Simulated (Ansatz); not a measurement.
BH5O3Si···NH3

Input file:

```
crystal:
  periodic: [false, false, false]
  atoms:
    - { symbol: B, position_ang: [-0.14192, 0.449535, -0.422111] }
    - { symbol: "N", position_ang: [-0.060006, -0.129013, 2.262817] }
    - { symbol: H, position_ang: [-0.703402, -0.196965, 3.042196] }
    - { symbol: H, position_ang: [0.87109, -0.312454, 2.62041] }
    - { symbol: O, position_ang: [1.153964, 0.037074, -0.548488] }
    - { symbol: H, position_ang: [1.227066, -0.850818, -0.92026] }
    - { symbol: O, position_ang: [-1.250349, -0.306043, -0.703117] }
    - { symbol: H, position_ang: [-1.094704, -1.251397, -0.596263] }
    - { symbol: O, position_ang: [-0.310604, 1.775347, -0.047428] }
    - { symbol: Si, position_ang: [-1.685347, 2.672695, 0.153508] }
    - { symbol: H, position_ang: [-2.880463, 2.039816, -0.451298] }
    - { symbol: H, position_ang: [-1.91547, 2.863136, 1.610626] }
    - { symbol: H, position_ang: [-1.474203, 4.004052, -0.467456] }
    - { symbol: H, position_ang: [-0.056352, 0.858134, 1.954965] }
basis:
  gaussian: { orbitals: "6-31G*" }
hamiltonian:
  xc: cam_b3lyp
  dispersion: d4
relax:
  f_tol: 0.03
  max_steps: 50
output:
  orbitals: {}
```

Command:

```sh
ansatz run input.yaml --threads 4 --pin off --max-ram 5120MiB --backend cpu --events-out ev --progress --plain --runs-dir out
```

The fields are those of the run's last geometry, not of the input's.

Method: Ansatz, RKS CAM-B3LYP-D4/6-31G*.

**What will maps of the electron density and electron localisation function show?**

N2···H8 (1.88 Å): the density falls to about 0.25 e/Å³ on the way; the ELF dips to about 0.15 between them; by its geometry a hydrogen bond between the two molecules, with no shared pair.
B–O (1.36 Å): ρ at the midpoint is about 2.1 e/Å³; the ELF peaks at about 0.90 between the atoms: a polar covalent bond.
Si–O (1.65 Å): the density is about 1.1 e/Å³ at the midpoint; the ELF peaks at about 0.85 between the atoms; a shared but strongly polarised pair.
O–H (0.97 Å): ρ is about 3.6 e/Å³ halfway; the ELF climbs to about 1 towards the hydrogen, as it does in any bond to H; a covalent bond by its length.

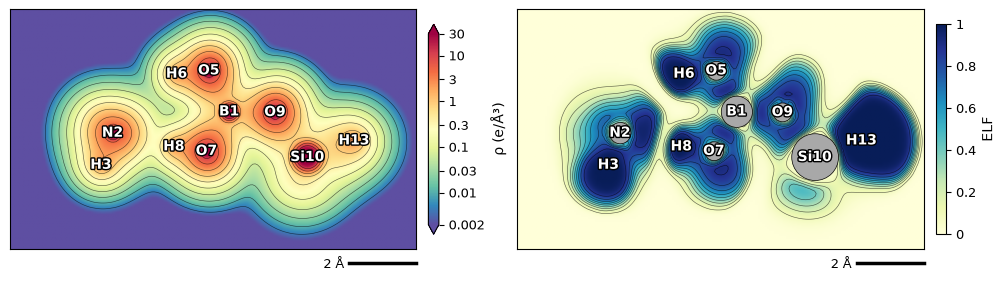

Computed electron density and electron localisation function on the plane of atoms O5, B1 and O7, in this order. Grey discs cover the atomic cores in the ELF map. 
